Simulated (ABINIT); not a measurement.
# Quasiparticle gap of H3BrO (Cm) in ABINIT, part 2 of 3

Wanted: ground state, empty states, screening and self-energy for H3BrO (Cm).

ABINIT 10.8.3; PBEsol and many-body steps on it, plane waves. Known limits of the many-body steps: not at the basis limit; screening head approximate; coarse k mesh.

So far. Step 2 (Ground state): The gap is direct, at Γ.

## Step 3: Bands along the symmetry lines

Level of this step: DFT, PBEsol with spin-orbit coupling, plane waves, norm-conserving pseudopotentials (ABINIT).

Levels along a band path, at the cheap level, show where the edges lie and whether the meshes to come will hold them.

File run.abi:

```
acell 3*1.0 Angstrom
rprim 
  3.486419000000 -2.476209000000 0.000000000000
  3.486419000000 2.476209000000 -0.000000000000
  -1.714341000000 -0.000000000000 4.084576000000
ntypat 3
znucl 1 35 8
natom 5
typat 1 1 1 2 3
xred 
  0.314472000000 0.314472000000 0.352441000000
  0.642675000000 0.307942000000 0.680036000000
  0.307942000000 0.642675000000 0.680036000000
  0.016087000000 0.016087000000 0.988660000000
  0.460242000000 0.460242000000 0.536286000000
pp_dirpath "pseudos"
pseudos "H.upf, Br.upf, O.upf"
ecut 36
nspinor 2
iscf -2
irdden 1
kptopt 0
nkpt 40
kpt 
  0.00000000 0.00000000 0.00000000
  -0.09958180 0.09958180 0.00000000
  -0.19916360 0.19916360 0.00000000
  -0.29874541 0.29874541 0.00000000
  -0.39832721 0.39832721 0.00000000
  0.39832721 0.60167279 0.00000000
  0.42374541 0.57625459 0.00000000
  0.44916360 0.55083639 0.00000000
  0.47458180 0.52541820 0.00000000
  0.50000000 0.50000000 0.00000000
  0.37500000 0.37500000 0.00000000
  0.25000000 0.25000000 0.00000000
  0.12500000 0.12500000 0.00000000
  0.00000000 0.00000000 0.00000000
  0.12500000 0.12500000 -0.12500000
  0.25000000 0.25000000 -0.25000000
  0.37500000 0.37500000 -0.37500000
  0.50000000 0.50000000 -0.50000000
  0.45199221 0.54800779 -0.50000000
  0.40398443 0.59601557 -0.50000000
  0.35597665 0.64402335 -0.50000000
  0.30796886 0.69203114 -0.50000000
  -0.30796886 0.30796886 -0.50000000
  -0.23097665 0.23097665 -0.50000000
  -0.15398443 0.15398443 -0.50000000
  -0.07699222 0.07699222 -0.50000000
  0.00000000 0.00000000 -0.50000000
  0.00000000 0.00000000 -0.37500000
  0.00000000 0.00000000 -0.25000000
  0.00000000 0.00000000 -0.12500000
  0.00000000 0.00000000 0.00000000
  0.00000000 0.50000000 -0.50000000
  0.00000000 0.37500000 -0.37500000
  0.00000000 0.25000000 -0.25000000
  0.00000000 0.12500000 -0.12500000
  0.00000000 0.00000000 0.00000000
  0.00000000 0.12500000 0.00000000
  0.00000000 0.25000000 0.00000000
  0.00000000 0.37500000 0.00000000
  -0.00000000 0.50000000 0.00000000
istwfk *1
nband 32
nbdbuf 6
tolwfr 1e-08
nstep 40
prtwf 0
prtvol 0
indata_prefix "in"
outdata_prefix "out"
tmpdata_prefix "tmp"
```

Command:

```
$ OMP_NUM_THREADS=1 mpirun -n 8 abinit run.abi > log
```

Numbers of over 12 decimals in the logs are rounded to 6 here.

What it wrote:

```text
.Version 10.8.3 of ABINIT. v10.8.2 released Aug 2026.

 Symmetries : space group Cm (#  8); Bravais mC (1-face-center monocl.)
[... echo of the input left out ...]
== DATASET  1 ==================================================================
-   mpi_nproc: 8, omp_nthreads: 1 (-1 if OMP is not activated)

--- !DatasetInfo
iteration_state: {dtset: 1, }
dimensions: {natom: 5, nkpt: 40, mband: 32, nsppol: 1, nspinor: 2, nspden: 1, mpw: 4934, }
cutoff_energies: {ecut:  36.0, pawecutdg:  -1.0, }
electrons: {nelect:   1.60000000E+01, charge:   0.00000000E+00, occopt:   1.00000000E+00, tsmear:   1.00000000E-02, }

 Real(R)+Recip(G) space primitive vectors, cartesian coordinates (Bohr,Bohr^-1):
 R(1)=  6.5883771 -4.6793568  0.0000000  G(1)=  0.0758912 -0.1068523  0.0318524
 R(2)=  6.5883771  4.6793568  0.0000000  G(2)=  0.0758912  0.1068523  0.0318524
 R(3)= -3.2396350  0.0000000  7.7187300  G(3)=  0.0000000  0.0000000  0.1295550
 Unit cell volume ucvol=  4.7592712E+02 bohr^3
 Angles (23,13,12)=  1.08392306E+02  1.08392306E+02  7.07681090E+01 degrees

 getcut: wavevector=  0.0000  0.0000  0.0000  ngfft=  45  45  48
         ecut(hartree)=     36.000   => boxcut(ratio)=   2.01608

--- Pseudopotential description ------------------------------------------------
- H Generated using ONCVPSP code by D. R. Hamann
-  1.00000   1.00000  180509                  znucl, zion, pspdat
12 -116133 1 -1 1180                          pspcod,pspxc,lmax,lloc,mmax
     nproj     2     2     0     0
     spin-orbit psp
        nprojso     2     0     0
  pspatm : epsatm=    0.35588979
         --- l  ekb(1:nproj) -->
             0   -1.674936   -0.523615
             1   -0.494138   -0.000000
  spin-orbit 1    0.000425   -0.000168
 pspatm: atomic psp has been read  and splines computed

- Br Generated using ONCVPSP code by D. R. Hamann
- 35.00000   7.00000  180509                  znucl, zion, pspdat
12 -116133 2 -1 1110                          pspcod,pspxc,lmax,lloc,mmax
     nproj     2     3     3     0
     spin-orbit psp
        nprojso     4     4     0
  pspatm : epsatm=   10.95331152
         --- l  ekb(1:nproj) -->
             0    0.897480    8.508361
             1    5.397627    0.895511    0.010517
             2    2.538838    0.395336    0.000606
  spin-orbit 1    0.408434   -0.256546    0.061347   -0.000368
  spin-orbit 2    0.104500   -0.012246    0.005468   -0.000075
 pspatm: atomic psp has been read  and splines computed

- O Generated using ONCVPSP code by D. R. Hamann
-  8.00000   6.00000  180509                  znucl, zion, pspdat
12 -116133 2 -1 936                           pspcod,pspxc,lmax,lloc,mmax
     nproj     2     2     2     0
     spin-orbit psp
        nprojso     2     2     0
  pspatm : epsatm=    6.23093634
         --- l  ekb(1:nproj) -->
[...]
spin-orbit 1    0.006525    0.002082
  spin-orbit 2   -0.000426    0.000283
[...]
Non-SCF case, kpt   39 (  0.00000  0.37500  0.00000), residuals and eigenvalues=
[...]
4.2410E-01  4.2418E-01
 Non-SCF case, kpt   40 ( -0.00000  0.50000  0.00000), residuals and eigenvalues=
[...]
2.6077E-01  2.6077E-01  2.7702E-01  2.7702E-01  2.8682E-01  2.8682E-01
  3.0242E-01  3.0242E-01  3.1871E-01  3.1871E-01  3.8723E-01  3.8723E-01
  4.2633E-01  4.2637E-01

--- !ResultsGS
iteration_state: {dtset: 1, }
comment   : Summary of ground state results
lattice_vectors:
- [  6.5883771,  -4.6793568,   0.0000000, ]
- [  6.5883771,   4.6793568,  -0.0000000, ]
- [ -3.2396350,  -0.0000000,   7.7187300, ]
lattice_lengths: [   8.08103,    8.08103,    8.37102, ]
lattice_angles: [108.392, 108.392,  70.768, ] # degrees, (23, 13, 12)
lattice_volume:   4.7592712E+02
convergence: {deltae:  0.000E+00, res2:  0.000E+00, residm:  9.983E-09, diffor:  0.000E+00, }
etotal    :  -3.39995865E+01
entropy   :   0.00000000E+00
fermie    :  -5.30472101E-02
cartesian_stress_tensor: null
pressure_GPa: null
xred      :
- [  3.1447E-01,   3.1447E-01,   3.5244E-01,  H]
- [  6.4268E-01,   3.0794E-01,   6.8004E-01,  H]
- [  3.0794E-01,   6.4268E-01,   6.8004E-01,  H]
- [  1.6087E-02,   1.6087E-02,   9.8866E-01, Br]
- [  4.6024E-01,   4.6024E-01,   5.3629E-01,  O]
cartesian_forces: null
force_length_stats: {min: null, max: null, mean: null, }

 Integrated electronic density in atomic spheres:
 ------------------------------------------------
 Atom  Sphere_radius  Integrated_density
[...]
================================================================================

 ----iterations are completed or convergence reached----

 Mean square residual over all n,k,spin=   41.545E-10; max=  99.832E-10
 reduced coordinates (array xred) for    5 atoms
[...]
0.016087000000      0.016087000000      0.988660000000
       0.460242000000      0.460242000000      0.536286000000

 cartesian coordinates (angstrom) at end:
    1      1.588558     0.000000     1.439572
    2      2.148436    -0.828869     2.777659
    3      2.148436     0.828869     2.777659
    4     -1.582728     0.000000     4.038257
    5      2.289816     0.000000     2.190501
 length scales=  1.889726125908  1.889726125908  1.889726125908 bohr
              =  1.000000000000  1.000000000000  1.000000000000 angstroms
 prteigrs : about to open file out_EIG
 Eigenvalues (hartree) for nkpt=  40  k points:
 kpt#   1, nband= 32, wtk=  1.00000, kpt=  0.0000  0.0000  0.0000 (reduced coord)
[...]
kpt#   2, nband= 32, wtk=  1.00000, kpt= -0.0996  0.0996  0.0000 (reduced coord)
[...]
kpt#   3, nband= 32, wtk=  1.00000, kpt= -0.1992  0.1992  0.0000 (reduced coord)
[...]
kpt#  39, nband= 32, wtk=  1.00000, kpt=  0.0000  0.3750  0.0000 (reduced coord)
[...]
kpt#  40, nband= 32, wtk=  1.00000, kpt=  0.0000  0.5000  0.0000 (reduced coord)
[...]
0.19265    0.19265    0.26077    0.26077    0.27702    0.27702    0.28682    0.28682
   0.30242    0.30242    0.31871    0.31871    0.38723    0.38723    0.42633    0.42637

== END DATASET(S) ==============================================================
================================================================================

 -outvars: echo values of variables after computation  --------
            nband          32
             nkpt          40
          spgroup           8
 [... the other variables as echoed above ...]

 Calculation completed.
```

Run time: 30 s. Hardware: 8 MPI ranks of Arm Neoverse V2, shared host; peak memory 0.75 GiB.

Numbers from this step:

```yaml
gap: 4.247 eV
k_of_the_valence_top: 0, 0, 0
k_of_the_conduction_bottom: 0, 0, 0
least_direct_gap: 4.247 eV
```

The gap is 4.247 eV, as in the run before at this level.

The electronic bands at the labelled points (eV, zero at the top of the highest filled band; v1 is the highest filled band, c1 the lowest empty one):

| point | v4 | v3 | v2 | v1 | c1 | c2 | c3 | c4 |
| --- | --- | --- | --- | --- | --- | --- | --- | --- |
| Γ | -0.45 | -0.45 | 0.00 | 0.00 | 4.25 | 4.25 | 8.12 | 8.12 |
| C | -1.03 | -0.76 | -0.51 | -0.44 | 6.64 | 6.68 | 7.27 | 7.27 |
| jump to C2 | -1.03 | -0.76 | -0.51 | -0.44 | 6.64 | 6.68 | 7.27 | 7.27 |
| Y2 | -0.80 | -0.80 | -0.49 | -0.49 | 6.13 | 6.13 | 7.25 | 7.25 |
| Γ | -0.45 | -0.45 | 0.00 | 0.00 | 4.25 | 4.25 | 8.12 | 8.12 |
| M2 | -1.11 | -1.11 | -0.97 | -0.97 | 6.47 | 6.47 | 8.60 | 8.60 |
| D | -1.04 | -0.86 | -0.74 | -0.61 | 6.81 | 6.84 | 7.65 | 7.66 |
| jump to D2 | -1.04 | -0.86 | -0.74 | -0.61 | 6.81 | 6.84 | 7.65 | 7.66 |
| A | -0.67 | -0.67 | -0.12 | -0.12 | 6.72 | 6.72 | 8.36 | 8.36 |
| Γ | -0.45 | -0.45 | 0.00 | 0.00 | 4.25 | 4.25 | 8.12 | 8.12 |
| jump to L2 | -0.82 | -0.82 | -0.37 | -0.37 | 6.02 | 6.02 | 7.41 | 7.41 |
| Γ | -0.45 | -0.45 | 0.00 | 0.00 | 4.25 | 4.25 | 8.12 | 8.12 |
| V2 | -0.76 | -0.76 | -0.20 | -0.20 | 6.69 | 6.69 | 8.54 | 8.54 |

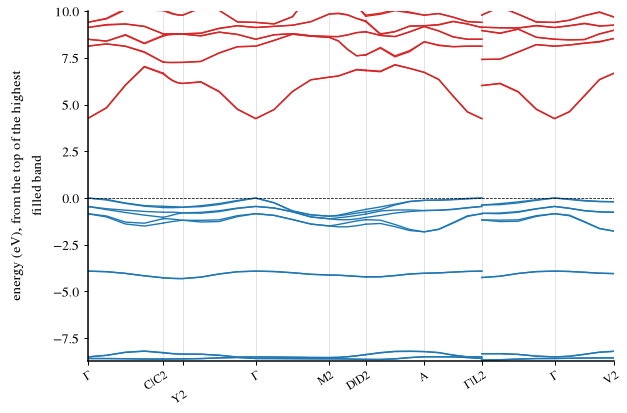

Electronic bands along the path; lines of filled and empty bands in two colours.

## Step 4: Empty states on the mesh, 2×2×2 mesh, 92 bands

The sums over transitions need many empty states on a uniform mesh; this step solves for them.

File run.abi:

```
acell 3*1.0 Angstrom
rprim 
  3.486419000000 -2.476209000000 0.000000000000
  3.486419000000 2.476209000000 -0.000000000000
  -1.714341000000 -0.000000000000 4.084576000000
ntypat 3
znucl 1 35 8
natom 5
typat 1 1 1 2 3
xred 
  0.314472000000 0.314472000000 0.352441000000
  0.642675000000 0.307942000000 0.680036000000
  0.307942000000 0.642675000000 0.680036000000
  0.016087000000 0.016087000000 0.988660000000
  0.460242000000 0.460242000000 0.536286000000
pp_dirpath "pseudos"
pseudos "H.upf, Br.upf, O.upf"
ecut 36
nspinor 2
ngkpt 2 2 2
nshiftk 1
shiftk 0 0 0
kptopt 1
chksymbreak 0
iscf -2
irdden 1
istwfk *1
nband 92
nbdbuf 8
tolwfr 1e-09
nstep 60
prtvol 0
indata_prefix "in"
outdata_prefix "out"
tmpdata_prefix "tmp"
```

What it wrote:

```text
.Version 10.8.3 of ABINIT. v10.8.2 released Aug 2026.

 Symmetries : space group Cm (#  8); Bravais mC (1-face-center monocl.)
[... echo of the input left out ...]
== DATASET  1 ==================================================================
-   mpi_nproc: 8, omp_nthreads: 1 (-1 if OMP is not activated)
-    --> not optimal distribution: autoparal keyword recommended in input file <--

--- !DatasetInfo
iteration_state: {dtset: 1, }
dimensions: {natom: 5, nkpt: 6, mband: 92, nsppol: 1, nspinor: 2, nspden: 1, mpw: 4928, }
cutoff_energies: {ecut:  36.0, pawecutdg:  -1.0, }
electrons: {nelect:   1.60000000E+01, charge:   0.00000000E+00, occopt:   1.00000000E+00, tsmear:   1.00000000E-02, }

 Real(R)+Recip(G) space primitive vectors, cartesian coordinates (Bohr,Bohr^-1):
 R(1)=  6.5883771 -4.6793568  0.0000000  G(1)=  0.0758912 -0.1068523  0.0318524
 R(2)=  6.5883771  4.6793568  0.0000000  G(2)=  0.0758912  0.1068523  0.0318524
 R(3)= -3.2396350  0.0000000  7.7187300  G(3)=  0.0000000  0.0000000  0.1295550
 Unit cell volume ucvol=  4.7592712E+02 bohr^3
 Angles (23,13,12)=  1.08392306E+02  1.08392306E+02  7.07681090E+01 degrees

 getcut: wavevector=  0.0000  0.0000  0.0000  ngfft=  45  45  48
         ecut(hartree)=     36.000   => boxcut(ratio)=   2.01608

--- Pseudopotential description ------------------------------------------------
- H Generated using ONCVPSP code by D. R. Hamann
-  1.00000   1.00000  180509                  znucl, zion, pspdat
12 -116133 1 -1 1180                          pspcod,pspxc,lmax,lloc,mmax
     nproj     2     2     0     0
     spin-orbit psp
        nprojso     2     0     0
  pspatm : epsatm=    0.35588979
         --- l  ekb(1:nproj) -->
             0   -1.674936   -0.523615
             1   -0.494138   -0.000000
  spin-orbit 1    0.000425   -0.000168
 pspatm: atomic psp has been read  and splines computed

- Br Generated using ONCVPSP code by D. R. Hamann
- 35.00000   7.00000  180509                  znucl, zion, pspdat
12 -116133 2 -1 1110                          pspcod,pspxc,lmax,lloc,mmax
     nproj     2     3     3     0
     spin-orbit psp
        nprojso     4     4     0
  pspatm : epsatm=   10.95331152
         --- l  ekb(1:nproj) -->
             0    0.897480    8.508361
             1    5.397627    0.895511    0.010517
             2    2.538838    0.395336    0.000606
  spin-orbit 1    0.408434   -0.256546    0.061347   -0.000368
  spin-orbit 2    0.104500   -0.012246    0.005468   -0.000075
 pspatm: atomic psp has been read  and splines computed

- O Generated using ONCVPSP code by D. R. Hamann
-  8.00000   6.00000  180509                  znucl, zion, pspdat
12 -116133 2 -1 936                           pspcod,pspxc,lmax,lloc,mmax
     nproj     2     2     2     0
     spin-orbit psp
        nprojso     2     2     0
  pspatm : epsatm=    6.23093634
         --- l  ekb(1:nproj) -->
[...]
prteigrs : about to open file out_EIG
 Non-SCF case, kpt    1 (  0.00000  0.00000  0.00000), residuals and eigenvalues=
  4.08E-10  8.30E-10  1.41E-10  2.44E-10  9.11E-10  9.94E-10  1.34E-10  6.32E-10
  1.27E-10  5.19E-10  1.11E-10  6.25E-10  1.01E-10  7.55E-10  1.29E-10  8.56E-10
  2.57E-10  6.73E-10  2.71E-10  4.20E-10  6.79E-11  1.08E-10  4.26E-10  4.33E-10
[...]
1.19E-07  6.37E-05  3.01E-05  2.24E-04
 -8.3989E-01 -8.3989E-01 -5.2253E-01 -5.2253E-01 -3.6854E-01 -3.6854E-01
 -3.6542E-01 -3.6542E-01 -1.9680E-01 -1.9680E-01 -8.3880E-02 -8.3880E-02
 -6.9594E-02 -6.9594E-02 -5.3047E-02 -5.3047E-02  1.0304E-01  1.0304E-01
[...]
1.1635E+00  1.1635E+00  1.1854E+00  1.1854E+00  1.2046E+00  1.2046E+00
  1.2071E+00  1.2071E+00  1.2384E+00  1.2385E+00  1.2407E+00  1.2408E+00
  1.2538E+00  1.2554E+00
 prteigrs : prtvol=0 or 1, do not print more k-points.

--- !ResultsGS
iteration_state: {dtset: 1, }
comment   : Summary of ground state results
lattice_vectors:
- [  6.5883771,  -4.6793568,   0.0000000, ]
- [  6.5883771,   4.6793568,  -0.0000000, ]
- [ -3.2396350,  -0.0000000,   7.7187300, ]
lattice_lengths: [   8.08103,    8.08103,    8.37102, ]
lattice_angles: [108.392, 108.392,  70.768, ] # degrees, (23, 13, 12)
lattice_volume:   4.7592712E+02
convergence: {deltae:  0.000E+00, res2:  0.000E+00, residm:  9.975E-10, diffor:  0.000E+00, }
etotal    :  -3.39995865E+01
entropy   :   0.00000000E+00
fermie    :  -5.30472101E-02
cartesian_stress_tensor: null
pressure_GPa: null
xred      :
- [  3.1447E-01,   3.1447E-01,   3.5244E-01,  H]
- [  6.4268E-01,   3.0794E-01,   6.8004E-01,  H]
- [  3.0794E-01,   6.4268E-01,   6.8004E-01,  H]
- [  1.6087E-02,   1.6087E-02,   9.8866E-01, Br]
- [  4.6024E-01,   4.6024E-01,   5.3629E-01,  O]
cartesian_forces: null
force_length_stats: {min: null, max: null, mean: null, }

 Integrated electronic density in atomic spheres:
 ------------------------------------------------
 Atom  Sphere_radius  Integrated_density
[...]
================================================================================

 ----iterations are completed or convergence reached----

 Mean square residual over all n,k,spin=   41.742E-11; max=  99.748E-11
 reduced coordinates (array xred) for    5 atoms
[...]
0.016087000000      0.016087000000      0.988660000000
       0.460242000000      0.460242000000      0.536286000000

 cartesian coordinates (angstrom) at end:
[...]
5      2.289816     0.000000     2.190501
 length scales=  1.889726125908  1.889726125908  1.889726125908 bohr
              =  1.000000000000  1.000000000000  1.000000000000 angstroms
 prteigrs : about to open file out_EIG
 Eigenvalues (hartree) for nkpt=   6  k points:
 kpt#   1, nband= 92, wtk=  0.12500, kpt=  0.0000  0.0000  0.0000 (reduced coord)
[...]
1.11291    1.11291    1.11431    1.11431    1.14394    1.14394    1.16354    1.16354
   1.18537    1.18537    1.20464    1.20464    1.20713    1.20713    1.23837    1.23854
   1.24067    1.24078    1.25381    1.25543
 prteigrs : prtvol=0 or 1, do not print more k-points.

== END DATASET(S) ==============================================================
================================================================================

 -outvars: echo values of variables after computation  --------
            nband          92
             nkpt           6
          spgroup           8
 [... the other variables as echoed above ...]

 Calculation completed.
```

Run time: 32 s. Hardware: 8 MPI ranks; peak memory 0.68 GiB.

This step gave:

```
gap                                                           : 4.247 eV
k of the valence top                                          : 0, 0, 0
k of the conduction bottom                                    : 0, 0, 0
least direct gap                                              : 4.247 eV
k points computed                                             : 6
lowest point of the top converged band, above the valence top : 30.75 eV
```

On this mesh the gap is 4.247 eV.

## Step 5: Screening, 2×2×2 mesh, 84 bands, screening to 98 eV

The RPA dielectric matrix is built and inverted for each q.

This step: RPA screening on PBEsol with spin-orbit coupling, plane waves, norm-conserving pseudopotentials.

run.abi: that of step 4 with these lines changed.

```diff
@@ -24,10 +24,11 @@
 chksymbreak 0
-iscf -2
-irdden 1
 istwfk *1
-nband 92
-nbdbuf 8
-tolwfr 1e-09
-nstep 60
-prtvol 0
+occopt 1
+irdwfk 1
+optdriver 3
+nband 84
+ecuteps 3.6
+inclvkb 0
+awtr 1
+symchi 1
 indata_prefix "in"
```

What it wrote:

```text
.Version 10.8.3 of ABINIT. v10.8.2 released Aug 2026.

 Symmetries : space group Cm (#  8); Bravais mC (1-face-center monocl.)
[... echo of the input left out ...]
== DATASET  1 ==================================================================
-   mpi_nproc: 8, omp_nthreads: 1 (-1 if OMP is not activated)

--- !DatasetInfo
iteration_state: {dtset: 1, }
dimensions: {natom: 5, nkpt: 6, mband: 84, nsppol: 1, nspinor: 2, nspden: 1, mpw: 4928, }
cutoff_energies: {ecut:  36.0, pawecutdg:  -1.0, }
electrons: {nelect:   1.60000000E+01, charge:   0.00000000E+00, occopt:   1.00000000E+00, tsmear:   1.00000000E-02, }

 SCREENING: Calculation of the susceptibility and dielectric matrices

 Based on a program developped by R.W. Godby, V. Olevano, G. Onida, and L. Reining.
 Incorporated in ABINIT by V. Olevano, G.-M. Rignanese, and M. Torrent.
.Using double precision arithmetic ; gwpc =  8

[... cell and pseudopotentials left out ...]
--------------------------------------------------------------------------------

 ==== K-mesh for the wavefunctions ====
 Number of points in the irreducible wedge :     6
[... list of points left out ...]
 Together with  2 symmetry operations and time-reversal symmetry
 yields     8 points in the full Brillouin Zone.

 ==== Q-mesh for the screening function ====
 Number of points in the irreducible wedge :     6
[... list of points left out ...]
 Together with  2 symmetry operations and time-reversal symmetry
 yields     8 points in the full Brillouin Zone.

 setmesh: FFT mesh size selected  =    27x   27x   27
          total number of points  =        19683

 vcoul_init : cutoff-mode = AUXILIARY_FUNCTION
 q-points for optical limit:   1
     1)      0.000010    0.000020    0.000030

- screening: taking advantage of time-reversal symmetry
- Maximum band index for partially occupied states nbvw = 16
- Remaining bands to be divided among processors   nbcw = 68
- Number of bands treated by each node ~8

 Number of electrons calculated from density =   16.0000; Expected =   16.0000
 average of density, n =  0.033619
 r_s =    1.9221
 omega_plasma =   17.6866 [eV]

 calculating chi0 at frequencies [eV] :
  1    0.000000E+00    0.000000E+00
  2    0.000000E+00    1.768664E+01

--------------------------------------------------------------------------------
  q-point number  1        q = ( 0.000000, 0.000000, 0.000000) [r.l.u.]
--------------------------------------------------------------------------------
[... chi0 elements left out ...]
 For q-point:  0.000010 0.000020 0.000030
  dielectric constant =   3.0567
  dielectric constant without local fields =   3.5182

  Average fulfillment of the sum rule on Im[epsilon] for q-point    1 :     51.90  [%]
[... wings left out ...]
  q-point number  2        q = ( 0.500000, 0.000000, 0.000000) [r.l.u.]
--------------------------------------------------------------------------------
[... chi0 elements left out ...]
  Average fulfillment of the sum rule on Im[epsilon] for q-point    2 :     64.76  [%]

 [... 4 further q-points ...]
```

Wall time 6.5 s (8 MPI ranks); peak memory 1.4 GiB; 51 s of CPU time.

Numbers from this step:

```
ε∞ with local fields, on this mesh, along the program's q direction : 3.057
the same without local fields                                       : 3.518
plasma frequency                                                    : 17.69 eV
plane waves in the screening matrix                                 : 159
```

Local fields lower ε∞ by 13 %. On a Γ-centred mesh this coarse the value itself is usually too large, while a short band sum pulls it down.

(Continued in part 3 of 3.)

[Paths, hosts, dates, memory and timing lines, banners, echoed tables and standing remarks are left out of the program output.]

[Logs are printed without paths, hosts, clocks, repeated set-up lines and the standing remarks that a program may print on its own settings, such as how far it seeks lower states.]

[Runs of the session that timed out or met a known fault of the program may be left out.]

[Hosts, paths, dates, database ids (printed as entryN), source tags and the programs' standing remarks are cut or masked in the printed files.]

[G0W0 gaps are taken among the corrected bands and points alone; a level outside them can change the order at an edge.]

[Where Ansatz stands beside ABINIT at settings called matched, ABINIT's density can come from a denser mesh and the files from another edition; pairs whose starting gaps differed by over 0.03 eV were left out, so agreement reads better than it is.]
